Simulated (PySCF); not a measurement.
SMILES c1[c]([Ge]([Cl])([Cl])[Cl])ccc(c1)[Si](Cl)(Cl)Cl (C₆H₄Cl₆GeSi) at its GFN2-xTB optimised geometry (Å):

```
18

Si     3.3772    -0.0399     0.0330
Cl     4.0264    -0.3502     1.9217
Cl     4.0300     1.7604    -0.6116
Cl     4.0932    -1.4901    -1.1738
C      1.4807    -0.0555     0.0092
C      0.7631    -1.1109    -0.5495
C     -0.6200    -1.1080    -0.5554
C     -1.3137    -0.0448     0.0000
C     -0.6164     1.0115     0.5651
C      0.7659     1.0036     0.5680
Ge    -3.3197    -0.0448     0.0000
Cl    -4.0890    -1.0340     1.7303
Cl    -4.0886    -1.0596    -1.7122
Cl    -4.0932     1.9435     0.0000
H      1.2913    -1.9435    -0.9889
H     -1.1617    -1.9330    -0.9965
H     -1.1554     1.8419     0.9993
H      1.2979     1.8342     1.0075
```

Computed with PBE0/def2-SVP (PySCF).

Map of the deformation density (molecule minus spherical neutral atoms) (e/bohr³) on the plane z = 1.0 Å:

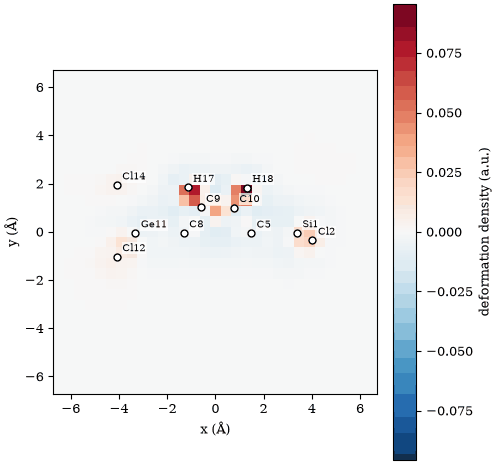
Deformation density (molecule minus spherical neutral atoms) (e/bohr³) on the plane z = 1.0 Å.
